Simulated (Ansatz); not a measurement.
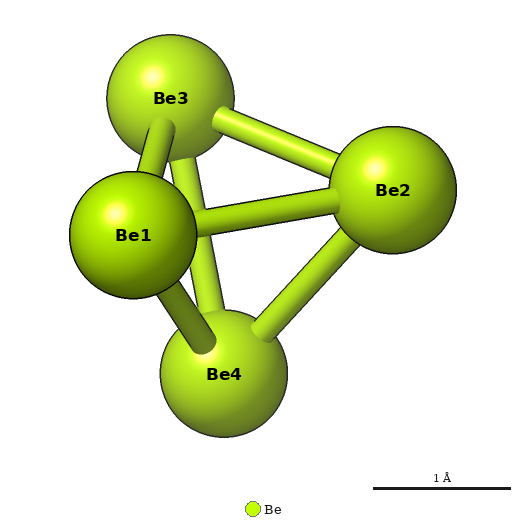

Source: calculation with Ansatz.

Atoms carry their numbers in the input. The species is neutral and a spin triplet. Geometry: a fixed input geometry, not necessarily a minimum.

List the bonds and their lengths.

| bond | length (Å) |
| --- | --- |
| Be1–Be2 | 2.051 |
| Be1–Be3 | 2.049 |
| Be1–Be4 | 2.051 |
| Be2–Be3 | 2.049 |
| Be2–Be4 | 2.050 |
| Be3–Be4 | 2.050 |

The spin state was imposed, and no run here compares it with a lower spin, which may lie lower.
